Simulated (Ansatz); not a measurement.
# Fe wire along [100], 2 atoms a period: bands by functional and under strain, part 3 of 3

Wanted: the relaxed geometry and the bands of the Fe wire along [100], 2 atoms a period.

Ansatz 0.2.0; DFT PBE, plane waves, PAW; relaxation of a wire's period (the session's first sound run).

So far, absolute moment (μB): step 2 (relaxing the period, PBE) 6.60; step 3 (the perfect wire, PBE) 6.60; step 4 (levels at the same atoms, level LDA, cutoff 420 eV, LDA PBE) 6.45; step 5 (levels at the same atoms, level PBEsol, cutoff 420 eV, PBEsol PBE) 6.58; step 6 (another level of theory, level r2SCAN, cutoff 500 eV, r2SCAN PBE) 7.21.

**8. At a strained period, period over the relaxed period 0.94, k-mesh 1×1×26**

This step: DFT PBE, plane waves, PAW; relaxation at a fixed period (Ansatz 0.2.0).

The period is set to 0.94 times the relaxed one and the atoms relax within it: strain changes bond lengths and angles, which shifts the bands against each other. Against the first PBE run of this kind, the mesh along the wire has 26 points against 32.

The cell differs from the one that the last finished run ended in (c 2.527 → 2.375 Å).

input.yaml

```yaml
crystal:
  lattice:
    - [8.215, 0.0, 0.0]
    - [0.0, 8.215, 0.0]
    - [0.0, 0.0, 2.3752541501]
  atoms:
    - { symbol: Fe, position: [0.420409805, 0.420409805, 0.0], spin: 2.8 }
    - { symbol: Fe, position: [0.579590195, 0.579590195, 0.5], spin: 2.8 }
magnetization:
  spin_polarized: true
kpoints:
  mp_grid: { grid: [1, 1, 26] }
  band_path: { path: ["Γ", Z], npoints: 50 }
scf:
  occupations: { method: fermi_dirac, width: 0.05 }
hamiltonian:
  xc: pbe
relax:
  max_steps: 40
  f_tol: 0.02
output:
  stress: true
```

The run is started by

```console
> ansatz run input.yaml --threads 8 --pin off --max-ram 16384MiB --backend cpu --events-out ev --progress --plain --runs-dir out
```

Numbers of over 12 decimals in the logs are rounded to 6 here.

Output:

```text
Warning: output.stress: scf.convergence.dr2_threshold = 1e-7 eV (the SCF's general default) is looser than the 2e-10 eV advised for a printed stress (1e-10 eV for each atom of the cell: 2). What an SCF threshold leaves in a stress goes as its square root, and in the free energy as the threshold itself, and one threshold admits the most on a small cell: [figures from the program's tests cut] Every solve of this run an [...]
[...]
Crystal: 2 atoms, lattice volume = 160.297 Å³
Basis set: ecut = 420 eV, 3071 PW (Γ), exchange–correlation on 120×120×32 points (8 copies of the dense FFT grid, shifted against one another)
Bands: 23, of which v1, the nominal top of the filled ones, is band 16 counted from 1 (15 counted from 0)
Symmetry: 8 space group operations
[...]
k-points: 14 of 26
[...]
Starting moments: Σ|m| = 5.6 μB on 2 of 2 sites
[...]
SCF iter   1: F=—  HF=-8954.960356 eV  |F-HF|=—  |Δ(HF+E_count)|=         —  Δρ=2.40e-2 (↑2.40e-2 ↓2.33e-2)  dr2=5.28e0  dr2_m=4.44e-1  M=5.890 μB ∫|m|=5.951 μB  β_m=0.30  ethr=3.10e-3  ⟨swp⟩=6.4  Hψ=3198  notcnv=0
[...]
SCF iter   9: F=-8956.350303 eV  HF=-8956.350302 eV  |F-HF|=7.46e-7  |Δ(HF+E_count)|=   1.17e-5  Δρ=1.62e-5 (↑1.37e-5 ↓1.62e-5)  dr2=1.48e-7  dr2_m=2.52e-7  M=6.186 μB ∫|m|=6.393 μB  ethr=1.32e-8  ⟨swp⟩=2.2  Hψ=2200  notcnv=0
SCF 1 converged in 9 iterations: F = -8956.350303 eV  dr2 = 1.48e-7
[...]
relax step   1: F+E_penalty+E_count = -8956.35030258 eV  Δ(F+E_penalty+E_count) = +0.000e0 eV  max|allowed force component| = 5.036e-1 eV/Å  Δτ_max = 0.0000 Å  (9 SCF iters, dr2 threshold 1.00e-5 eV, accepted)
[...]
SCF iter   6: F=-8956.368027 eV  HF=-8956.368027 eV  |F-HF|=4.38e-8  |Δ(HF+E_count)|=   2.79e-6  Δρ=2.86e-5 (↑6.26e-6 ↓2.86e-5)  dr2=6.53e-7  dr2_m=3.87e-7  M=6.192 μB ∫|m|=6.400 μB  ethr=1.06e-8  ⟨swp⟩=2.1  Hψ=2186  notcnv=0
SCF 2 converged in 6 iterations: F = -8956.368027 eV  dr2 = 6.53e-7
relax step   2: F+E_penalty+E_count = -8956.36802713 eV  Δ(F+E_penalty+E_count) = -1.772e-2 eV  max|allowed force component| = 4.297e-1 eV/Å  Δτ_max = 0.0137 Å  (6 SCF iters, dr2 threshold 1.58e-5 eV, accepted)
[...]
SCF iter   7: F=-8956.418341 eV  HF=-8956.418340 eV  |F-HF|=1.38e-6  |Δ(HF+E_count)|=   1.91e-5  Δρ=2.10e-5 (↑1.52e-5 ↓2.10e-5)  dr2=3.04e-7  dr2_m=3.46e-7  M=6.215 μB ∫|m|=6.450 μB  ethr=2.84e-8  ⟨swp⟩=2.4  Hψ=2166  notcnv=0
SCF 3 converged in 7 iterations: F = -8956.418341 eV  dr2 = 3.04e-7
[...]
relax step   3: F+E_penalty+E_count = -8956.41834106 eV  Δ(F+E_penalty+E_count) = -5.031e-2 eV  max|allowed force component| = 9.855e-2 eV/Å  Δτ_max = 0.0824 Å  (7 SCF iters, dr2 threshold 1.15e-5 eV, accepted)
[...]
relax step   4: F+E_penalty+E_count = -8956.41921908 eV  Δ(F+E_penalty+E_count) = -8.780e-4 eV  max|allowed force component| = 6.615e-2 eV/Å  Δτ_max = 0.0189 Å  (7 SCF iters, dr2 threshold 6.07e-7 eV, accepted)
SCF iter   1: F=—  HF=-8956.419806 eV  |F-HF|=—  |Δ(HF+E_count)|=         —  Δρ=6.91e-4 (↑5.21e-4 ↓6.91e-4)  dr2=1.02e-3  dr2_m=3.50e-4  M=6.197 μB ∫|m|=6.425 μB  β_m=0.65  ethr=3.05e-5  ⟨swp⟩=3.0  Hψ=1600  notcnv=0  defer=16
[...]
SCF iter   7: F=-8956.419927 eV  HF=-8956.419927 eV  |F-HF|=5.30e-9  |Δ(HF+E_count)|=   7.13e-8  Δρ=1.74e-6 (↑1.17e-6 ↓1.74e-6)  dr2=6.75e-9  dr2_m=2.09e-9  M=6.199 μB ∫|m|=6.429 μB  ethr=8.13e-11  ⟨swp⟩=2.2  Hψ=2071  notcnv=0
SCF 5 converged in 7 iterations: F = -8956.419927 eV  dr2 = 6.75e-9
relax step   5: F+E_penalty+E_count = -8956.41992701 eV  Δ(F+E_penalty+E_count) = -7.079e-4 eV  max|allowed force component| = 2.605e-3 eV/Å  Δτ_max = 0.0079 Å  (7 SCF iters, accepted)
[...]
the band table was solved once a step of the walk had ended and its energy, with any forces and stress, was formed, with the checks that follow a solve (3314 applications of the Hamiltonian). They found nothing against the state; the energy, forces and stress were not computed again (output.eigenvalues in the input reference)
[...]
SCF converged after 7 iterations
Magnetization: 6.1989 μB (19.0994 up, 12.9006 down)
Absolute magnetization: 6.4300 μB (∫|ρ↑−ρ↓|, with the PAW one-centre terms)
[...]
Per-site moments (μB) at R_I (Å): [(2.801901, 0.966414), (2.801901, 0.966414)]
Free energy (F): -8956.419927 eV
[...]
Internal energy: -8956.398426 eV  (E = F + TS)
E sigma→0 (E₀):  -8956.409177 eV
Entropy (-TS):   -0.021501 eV (-10.750 meV/atom)
Fermi energy:    -0.583565 eV
[...]
--- Forces (eV/Å), atoms counted from 1 ---
  atom   1  Fe     0.00260541     0.00260541     0.00000000
  atom   2  Fe    -0.00260541    -0.00260541     0.00000000
  max |Σ_I F_I| component: 4.34e-19 eV/Å
--- Stress (GPa, compression-positive) ---
       -0.016506      -0.033221       0.000000
       -0.033221      -0.016506       0.000000
        0.000000       0.000000      -0.363149
  P = ⅓ Tr σ = -0.1321 GPa (-1.321 kbar)
--- Band table (eV; the first three rows and the last of 28) ---
  k-point 0 ↑: bands = [... 12 lower, -3.2071, -2.7870, -2.6859, -2.4629, -1.9051, -1.7540, -1.6483, -1.0903, ... 3 higher]
  k-point 1 ↑: bands = [... 12 lower, -3.1965, -2.7983, -2.6948, -2.5239, -1.9259, -1.7150, -1.6653, -1.1712, ... 3 higher]
  k-point 2 ↑: bands = [... 12 lower, -3.1662, -2.8670, -2.7241, -2.6116, -1.9822, -1.8836, -1.4581, -1.3682, ... 3 higher]
  k-point 13 ↓: bands = [... 12 lower, 0.4777, 0.4777, 0.5173, 0.5173, 0.7544, 0.7544, 3.3232, 3.3232, ... 3 higher]
--- Relaxed structure (5 steps of the walk, 5 accepted, 0 SCFs on fresh bases) ---
  F+E_penalty+E_count = -8956.41992701 eV   max|allowed force component| = 2.605e-3 eV/Å
  atoms:
    - { symbol: Fe, position: [0.413086, 0.413086, 0.0] }
    - { symbol: Fe, position: [0.586914, 0.586914, 0.5] }
```

The job ended after 6.2 s (8 threads of Arm Neoverse V1, shared host; peak memory 0.54 GiB; 42 s of CPU time).

Relaxation path:

```
step  energy less that of the first step (eV)  largest force component (eV/Å)
   1                                   0.0000                          0.5036
   2                                  -0.0177                          0.4297
   3                                  -0.0680                          0.0986
   4                                  -0.0689                          0.0662
   5                                  -0.0696                          0.0026
```

The run keeps the 8 symmetry operations that it works with, so distortions that break them were not tested.

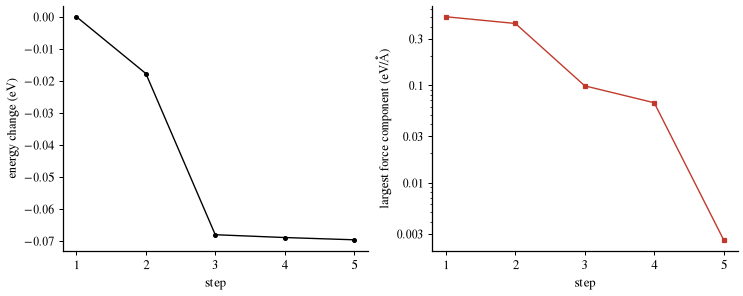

Energy and largest force along the relaxation.

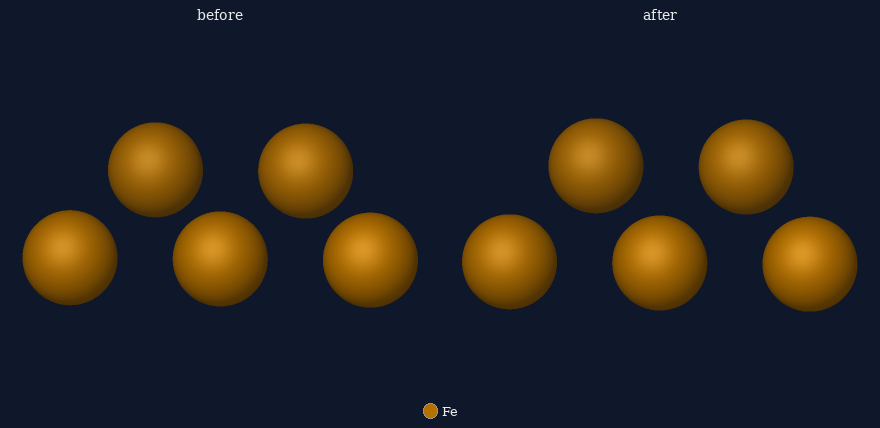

The structure before and after the relaxation, drawn at the same scale.

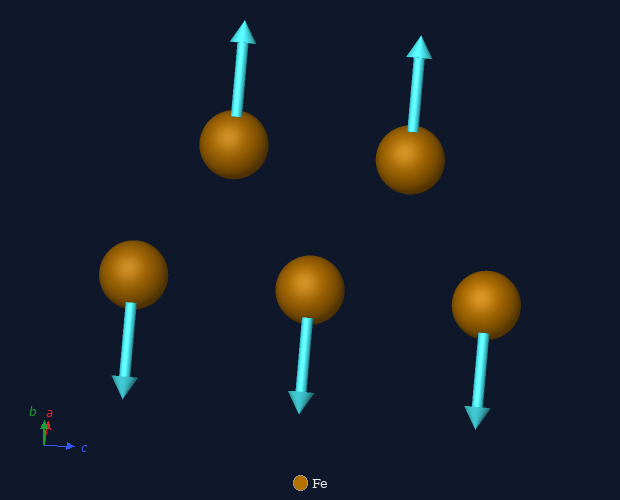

Displacements in the relaxation, exaggerated; the longest in the cell stands for 0.09 Å. 1×1×2 cells are drawn. Some periodic images of atoms are drawn too.

The atoms that moved most (Å):

```
atom      dx      dy     dz  length
 Fe1  -0.060  -0.060  0.000   0.085
 Fe2   0.060   0.060  0.000   0.085
```

Final coordinates:

```cif
data_structure
_symmetry_space_group_name_H-M 'P 1'
_symmetry_Int_Tables_number 1
_cell_length_a 8.2150
_cell_length_b 8.2150
_cell_length_c 2.3753
_cell_angle_alpha 90.000
_cell_angle_beta 90.000
_cell_angle_gamma 90.000
_cell_volume 160.30
loop_
_atom_site_label
_atom_site_type_symbol
_atom_site_fract_x
_atom_site_fract_y
_atom_site_fract_z
_atom_site_occupancy
Fe1 Fe 0.41309 0.41309 0.00000 1
Fe2 Fe 0.58691 0.58691 0.50000 1
```

Numbers from this step:

```yaml
energy_at_zero_smearing: -8956.4092 eV
total_moment: 6.199 μB
absolute_moment: 6.430 μB
```

Electronic bands along the path, in eV, zero at the Fermi level:

```
point  up 18  up 19  up 20  up 21  down 12  down 13  down 14  down 15
    Γ  -1.17  -1.06  -0.51   0.67    -0.56    -0.24     0.33     0.76
    Z  -1.05   2.80   2.80   6.23    -1.17     1.06     1.06     1.10
```

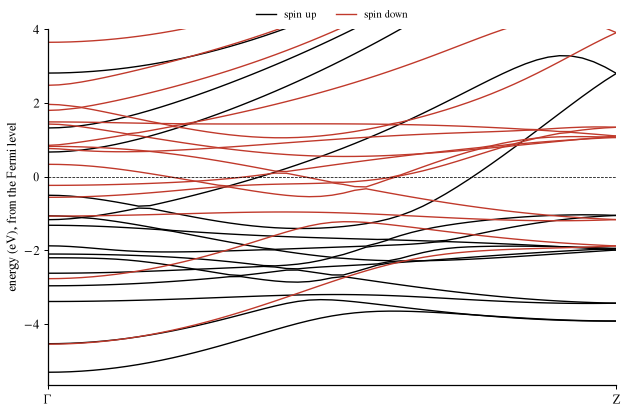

Electronic bands along the path; the two colours are the two spins.

Bands cross the Fermi level, as under PBE at the relaxed period, with an absolute moment of 6.43 μB a cell.

**9. Strain along the wire, period over the relaxed period 1.1, k-mesh 1×1×22**

The period is set to 1.1 times the relaxed one and the atoms relax within it: strain changes bond lengths and angles, which shifts the bands against each other. Against the first PBE run of this kind, the mesh along the wire has 22 points against 32.

The cell differs from the one that the last finished run ended in (c 2.375 → 2.780 Å).

Changes to input.yaml since step 8:

```diff
@@ -4,3 +4,3 @@
     - [0.0, 8.215, 0.0]
-    - [0.0, 0.0, 2.3752541501]
+    - [0.0, 0.0, 2.7795527289]
   atoms:
@@ -11,3 +11,3 @@
 kpoints:
-  mp_grid: { grid: [1, 1, 26] }
+  mp_grid: { grid: [1, 1, 22] }
   band_path: { path: ["Γ", Z], npoints: 50 }
```

Output:

```text
[...]
Crystal: 2 atoms, lattice volume = 187.582 Å³
Basis set: ecut = 420 eV, 3681 PW (Γ), exchange–correlation on 120×120×40 points (8 copies of the dense FFT grid, shifted against one another)
Bands: 23, of which v1, the nominal top of the filled ones, is band 16 counted from 1 (15 counted from 0)
[...]
k-point 11 ↓: bands = [... 12 lower, -0.1939, -0.1939, 0.0798, 0.0798, 0.2929, 0.2929, 1.9259, 1.9259, ... 3 higher]
--- Relaxed structure (4 steps of the walk, 4 accepted, 0 SCFs on fresh bases) ---
  F+E_penalty+E_count = -8956.29076522 eV   max|allowed force component| = 1.340e-2 eV/Å
  atoms:
    - { symbol: Fe, position: [0.423400, 0.423400, 0.0] }
    - { symbol: Fe, position: [0.576600, 0.576600, 0.5] }
[key lines of the parts left out:]
SCF converged after 3 iterations
Magnetization: 6.5270 μB (19.2635 up, 12.7365 down)
Free energy (F): -8956.290765 eV
Fermi energy:    -0.948985 eV
P = ⅓ Tr σ = -0.9144 GPa (-9.144 kbar)
```

Wall time 5.1 s (8 threads); peak memory 0.57 GiB.

Relaxation path:

```
step  energy less that of the first step (eV)  largest force component (eV/Å)
   1                                   0.0000                          0.4973
   2                                  -0.0213                          0.2235
   3                                  -0.0261                          0.0135
   4                                  -0.0261                          0.0134
```

Forces are held to the 8 operations that the run works with; a distortion that breaks them can't arise in this run.

The atoms that moved most (Å):

```
atom      dx      dy     dz  length
 Fe1   0.025   0.025  0.000   0.035
 Fe2  -0.025  -0.025  0.000   0.035
```

The relaxed structure:

```cif
data_structure
_symmetry_space_group_name_H-M 'P 1'
_symmetry_Int_Tables_number 1
_cell_length_a 8.2150
_cell_length_b 8.2150
_cell_length_c 2.7796
_cell_angle_alpha 90.000
_cell_angle_beta 90.000
_cell_angle_gamma 90.000
_cell_volume 187.58
loop_
_atom_site_label
_atom_site_type_symbol
_atom_site_fract_x
_atom_site_fract_y
_atom_site_fract_z
_atom_site_occupancy
Fe1 Fe 0.42340 0.42340 0.00000 1
Fe2 Fe 0.57660 0.57660 0.50000 1
```

Numbers from this step:

* energy at zero smearing: -8956.2825 eV
* total moment: 6.527 μB
* absolute moment: 6.818 μB

Electronic bands along the path, in eV, zero at the Fermi level:

```
point  up 18  up 19  up 20  up 21  down 12  down 13  down 14  down 15
    Γ  -1.53  -0.85  -0.57   0.90    -0.49    -0.29     0.74     0.77
    Z  -1.73   1.43   1.43   4.20    -0.85     0.76     0.76     1.03
```

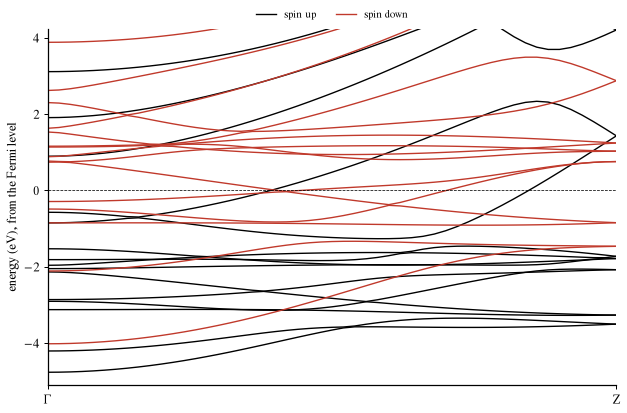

Electronic bands along the path; the two colours are the two spins.

Bands cross the Fermi level, as under PBE at the relaxed period, with an absolute moment of 6.82 μB a cell.

For the absolute moment, step 8 gave 6.43 μB; this run, with period over the relaxed period 1.1 and k-mesh 1×1×22, gives 6.82 μB (+6 %).

**10. The same system on other settings: basis.ecutrho_ratio = 9**

This step: DFT LDA, plane waves, PAW; bands of a perfect wire at the PBE geometry; changed: basis.ecutrho_ratio = 9 (Ansatz 0.2.0).

The atoms of the band run (LDA) are kept and the input is varied, to see whether the result depends on it.

input.yaml

```yaml
crystal:
  lattice:
    - [8.215, 0.0, 0.0]
    - [0.0, 8.215, 0.0]
    - [0.0, 0.0, 2.5268661172]
  atoms:
    - { symbol: Fe, position: [0.420409805, 0.420409805, 0.0], spin: 2.8 }
    - { symbol: Fe, position: [0.579590195, 0.579590195, 0.5], spin: 2.8 }
magnetization:
  spin_polarized: true
kpoints:
  mp_grid: { grid: [1, 1, 24] }
  band_path: { path: ["Γ", Z], npoints: 50 }
scf:
  occupations: { method: fermi_dirac, width: 0.05 }
hamiltonian:
  xc: lda
basis:
  ecutrho_ratio: 9
```

Output:

```text
[...]
Crystal: 2 atoms, lattice volume = 170.529 Å³
Basis set: ecut = 420 eV, 3337 PW (Γ)
Bands: 23, of which v1, the nominal top of the filled ones, is band 16 counted from 1 (15 counted from 0)
Symmetry: 8 space group operations
[...]
k-points: 13 of 24
[...]
Starting moments: Σ|m| = 5.6 μB on 2 of 2 sites
[...]
SCF iter   1: F=—  HF=-8833.226530 eV  |F-HF|=—  |Δ(HF+E_count)|=         —  Δρ=2.72e-2 (↑2.72e-2 ↓2.42e-2)  dr2=5.28e0  dr2_m=6.61e-1  M=6.147 μB ∫|m|=6.215 μB  β_m=0.30  ethr=3.10e-3  ⟨swp⟩=6.2  Hψ=3004  notcnv=0
[...]
SCF iter  10: F=-8834.194779 eV  HF=-8834.194779 eV  |F-HF|=4.31e-10  |Δ(HF+E_count)|=   2.42e-8  Δρ=7.99e-7 (↑5.39e-7 ↓7.99e-7)  dr2=8.20e-10  dr2_m=4.42e-10  M=6.299 μB ∫|m|=6.443 μB  ethr=5.47e-11  ⟨swp⟩=4.0  Hψ=2000  notcnv=0
SCF 1 converged in 10 iterations: F = -8834.194779 eV  dr2 = 8.20e-10
[...]
SCF converged after 10 iterations
Magnetization: 6.2985 μB (19.1493 up, 12.8507 down)
Absolute magnetization: 6.4433 μB (∫|ρ↑−ρ↓|, with the PAW one-centre terms)
[...]
Per-site moments (μB) at R_I (Å): [(2.764729, 0.923876), (2.764729, 0.923876)]
Free energy (F): -8834.194779 eV
[...]
Internal energy: -8834.178914 eV  (E = F + TS)
E sigma→0 (E₀):  -8834.186847 eV
Entropy (-TS):   -0.015864 eV (-7.932 meV/atom)
Fermi energy:    -1.112593 eV
[...]
--- Band table (eV; the first three rows and the last of 26) ---
  k-point 0 ↑: bands = [... 12 lower, -3.5654, -3.2336, -2.9497, -2.8750, -2.7127, -2.2331, -1.9954, -1.4068, ... 3 higher]
  k-point 1 ↑: bands = [... 12 lower, -3.6158, -3.2275, -2.9464, -2.9346, -2.6637, -2.2844, -1.9334, -1.4770, ... 3 higher]
  k-point 2 ↑: bands = [... 12 lower, -3.7394, -3.2113, -3.0822, -2.9016, -2.5932, -2.4155, -1.7608, -1.6515, ... 3 higher]
  k-point 12 ↓: bands = [... 12 lower, -0.1841, -0.1841, -0.0402, -0.0402, 0.0238, 0.0238, 2.4859, 2.4859, ... 3 higher]
```

Run time: 3 s. Hardware: 8 threads; peak memory 0.64 GiB; 20 s of CPU time.

This step gave:

```
energy at zero smearing : -8834.1868 eV
total moment            : 6.299 μB
absolute moment         : 6.443 μB
```

It took 3 s against 2.8 s for the run it varies.

The total moment and absolute moment stay within 0.2 % plus 0.001 of the run it varies.

Against step 4 (now other density grid), the absolute moment goes from 6.45 to 6.44 μB and the free energy stays within 0.05 meV an atom. The absolute moment moves by under 1 % between these two settings.

**11. A varied input**

This step: DFT LDA, plane waves, PAW; bands of a perfect wire at the PBE geometry; changed: scf.n_extra_bands = 2 (Ansatz 0.2.0).

The atoms of the band run (LDA) are kept and the input is varied, to see whether the result depends on it.

Changes to input.yaml since step 10:

```diff
@@ -15,5 +15,4 @@
   occupations: { method: fermi_dirac, width: 0.05 }
+  n_extra_bands: 2
 hamiltonian:
   xc: lda
-basis:
-  ecutrho_ratio: 9
```

Output:

```text
Error: inconsistent input (scf.n_extra_bands): n_bands = 18 cannot host the net starting moment |Σ_I m_I| = 5.6000 μB: with N_el = 32 the majority spin channel must hold (N_el + |M|)/2 = 18.8000 electrons at no more than one per band — at least 19 bands (18 bands cap the reachable moment at 2·n_bands − N_el = 4.0000 μB); raise scf.n_extra_bands until at least 19 bands are solved (omitted, it auto-derives to 23) or lower the seeds (crystal.atoms[].spin / magnetization.per_species / magnetization.initial_magnetization)
```

Wall time 0.1 s (8 threads); peak memory 0.074 GiB.

The input was rejected at the start.

The program's message: “Error: inconsistent input (scf.n_extra_bands): n_bands = 18 cannot host the net starting moment |Σ_I m_I| = 5.6000 μB: with N_el = 32 the majority spin channel must hold (N_el + |M|)/2 = 18.8000 elect …”

**12. Outcome**

- cell length, PBE: 2.527 Å
- conductance, PBE: 2.51 G₀
- absolute moment, PBE: 6.60 μB
- absolute moment, LDA: 6.45 μB
- absolute moment, PBEsol: 6.58 μB
- absolute moment, r2SCAN: 7.21 μB
- gap, period scaled by 0.94: none
- gap, period scaled by 1.1: none

In words: Under PBE the cell's length is 2.53 Å, the absolute moment is 6.60 μB a cell, and it is a metal with 2 spin-up and 3 spin-down channels next to the Fermi level, 2.51 G₀ at 300 K. A perfect wire passes every open channel, so the conductance counts half a G₀ for each forward-moving state at the Fermi level, spin by spin. At the relaxed period it forms two rows 1.85 Å apart, with 2.24 Å between atoms of unlike rows and 2.53 Å along a row: a strip of triangles. Transport is coherent and elastic here: the atoms are frozen, so scattering by vibrations plays no part. In the perfect wire the moments were started parallel, and no opposed start was run. No search over magnetic orders was made; another may lie lower.

[Logs are printed without paths, hosts, clocks, repeated set-up lines and the standing remarks that a program may print on its own settings, such as how far it seeks lower states.]

[Hosts, paths, dates, database ids (printed as entryN), source tags and the programs' standing remarks are cut or masked in the printed files.]
